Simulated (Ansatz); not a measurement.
hcp Co, treated with PBE in Ansatz (plane waves, PAW).

Settings: plane-wave cutoff 520 eV, 24×24×14 k mesh (along the axes of the cell as run), Fermi–Dirac smearing 0.05 eV, spin-polarised with parallel moments, scalar-relativistic PAW data made under PBE.

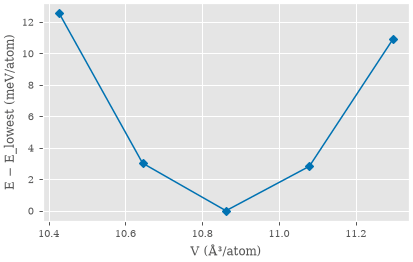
Figure: Total energy against volume

Question: From the curve, estimate the equilibrium volume and the bulk modulus.

Answer: V0 ≈ 10.9 Å³/atom and B0 ≈ 220 GPa; the fit gives V0 = 10.862 Å³/atom, B0 = 215 GPa, B′ = 4.4.

Shape and atoms are relaxed at each volume.

Measured, for comparison: bulk modulus 193 GPa (zero-point energy and finite temperature contributions removed, sources range from 193 to 198; as tabulated in doi:10.1021/acs.jctc.3c00612); equilibrium volume per atom 10.96 Å³/atom (copied from a table, unchecked, extrapolated to 0 K and zero-point effects removed; as tabulated in Lejaeghere et al. (2013), arXiv:1204.2733). Computed less measured: bulk modulus +11 % (+9 % to +11 % over the range), equilibrium volume per atom not scored (unchecked).

It cost very roughly 13 core-minutes of CPU time.

Ansatz is a first-principles code.
